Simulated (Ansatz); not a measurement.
## Electronic structure of C2HAlF (SMILES C#[C][Al][F]) (doublet) in real space

Input file:

```
crystal:
  periodic: [false, false, false]
  atoms:
    - symbol: C
      position_ang: [-2.131552, -1.273220, -0.045018]
    - symbol: C
      position_ang: [-0.981537, -1.372752, -0.431476]
    - symbol: Al
      position_ang: [0.847398, -1.332275, -0.988453]
    - symbol: F
      position_ang: [1.495583, -2.751307, -1.602954]
    - symbol: H
      position_ang: [-3.148375, -1.203939, 0.291239]
basis:
  gaussian:
    orbitals: def2-TZVPD
magnetization:
  spin_polarized: true
  initial_magnetization: 1
hamiltonian:
  xc: {name: PBE0}
output: {forces: true, orbitals: {seedname: orbitals}}
```

Run with:

```sh
ansatz run input.yaml --threads 1 --pin off --max-ram 2610MiB --events-out events.jsonl --progress --plain --runs-dir runs
```

Geometry: PBE0-D3(BJ)/pcseg-1.

Method: isolated molecule in a Gaussian basis; Kohn-Sham density functional theory, functional PBE0 (Ansatz 0.2.0).

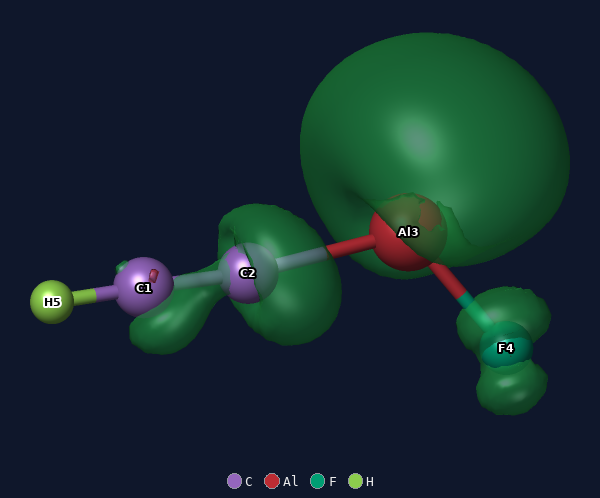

Figure 1. Isosurfaces of the spin density at +0.015 (green) and −0.015 e/Å³ (red), seen at a tilt.

### Where is the unpaired spin?

The unpaired spin (1 electron) lies mostly on Al3 (about 0.8) and C2 (about 0.1), in electrons by Hirshfeld's partition.

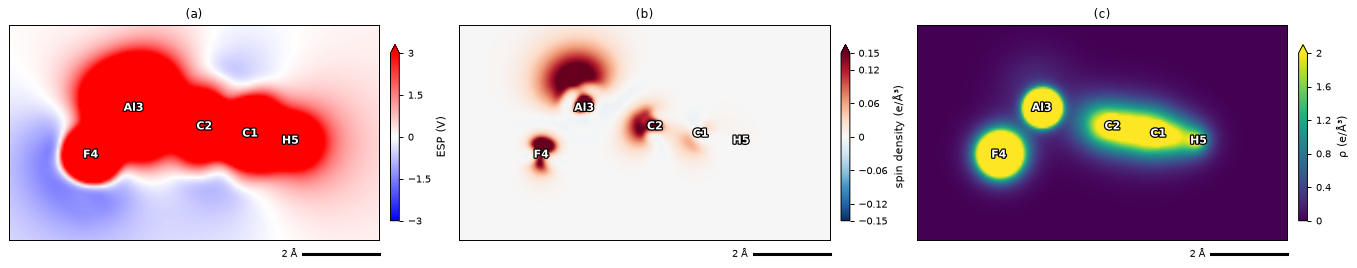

Figure 2. (a) molecular electrostatic potential; (b) spin density; (c) electron density on the molecular plane.

### What does the map show?

- Atoms in the plane: C, Al, F and H.
- C–C (1.22 Å): ρ at the midpoint is about 2.8 e/Å³.
- Al–F (1.68 Å): the density is about 0.86 e/Å³ at the midpoint.
- C–Al (1.91 Å): ρ at the midpoint is about 0.73 e/Å³.
- C–H (1.07 Å): ρ at the midpoint is about 2.1 e/Å³.
- Outside the dense part of the molecule the potential is most negative (−1.5 V) near F4.

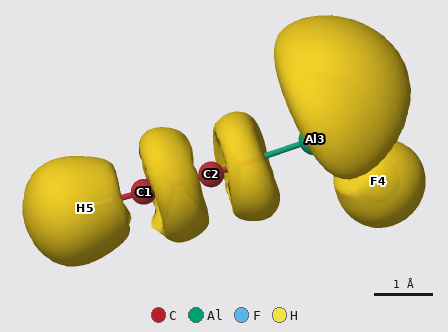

Figure 3. Isosurface of the ELF at 0.75 (yellow), seen at an oblique angle. Core shells and regions of very low density are left out.

### Describe the localisation domains.

At this value the surface marks out one region between bonded C–C atoms (shared pairs), one region around a hydrogen nucleus, one lobe of the valence shell of C pointing towards Al (polar bonds), one lobe on Al, pointing away from the bonds (non-bonding electrons) and one region wrapped around F (its valence shell). Profiles from the grid: C–C (1.22 Å): the ELF peaks at about 0.85 between the atoms: a short, multiple covalent bond. Al–F (1.68 Å): the ELF peaks at about 0.85 in the valence shell of F, 0.5 Å from its nucleus, and is about 0.40 at the midpoint.
